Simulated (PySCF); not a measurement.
C3H9ISi, SMILES `C[Si](C)(C)I`.

Method: ωB97X/def2-TZVP; geometry: GFN2-xTB; program: PySCF. Core potentials replace the inner electrons of I; spin–orbit coupling isn't included. No frequency check shows the geometry to be a minimum. A basis without diffuse functions makes polarisabilities too small. GFN2-xTB bond lengths at metals and heavier atoms can be off by up to 0.1 Å and shapes distorted, which carries into these values.

Coordinates in Å:

```
C1       1.7823   -0.3243    1.7899
Si2      1.2448    0.0000    0.0000
C3       1.7823   -1.3880   -1.1758
C4       1.7824    1.7122   -0.6141
I5      -1.2555    0.0000    0.0000
H6       1.4064   -1.2795    2.1456
H7       2.8646   -0.3386    1.8803
H8       1.4068    0.4452    2.4578
H9       1.4061   -2.3516   -0.8436
H10      2.8646   -1.4591   -1.2334
H11      1.4064   -1.2184   -2.1809
H12      1.4065    2.4979    0.0353
H13      2.8646    1.7976   -0.6469
H14      1.4062    1.9063   -1.6147
```

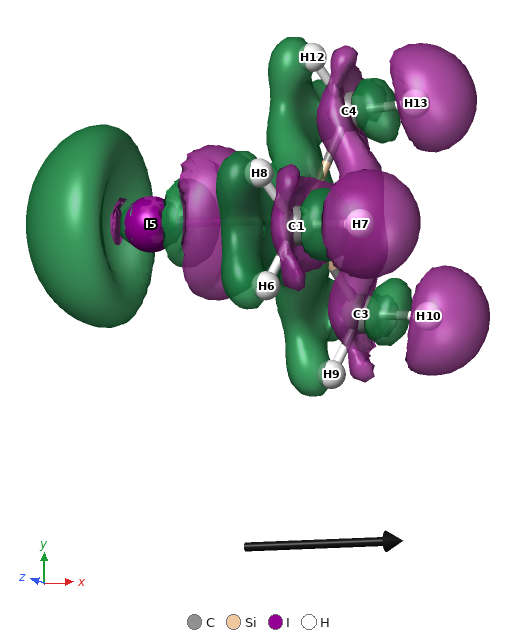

Change of the electron density in a uniform field of 0.21 V/Å along +x (arrow), surfaces at ±0.0015 e/Å³ (green: gain, purple: loss).

### What dipole is induced, and what polarisability does it imply?

The induced dipole is 1.12 D (along the field); α along this axis, from the fields in both directions, is 110 bohr³ (16.3 Å³).

### Which atoms gain and lose the most charge?

Electrons gather most on I5 (Hirshfeld charge changes by −0.035 e) and leave H7, H10 and H13 alike most (+0.009 e); 0.088 electrons are displaced in all.
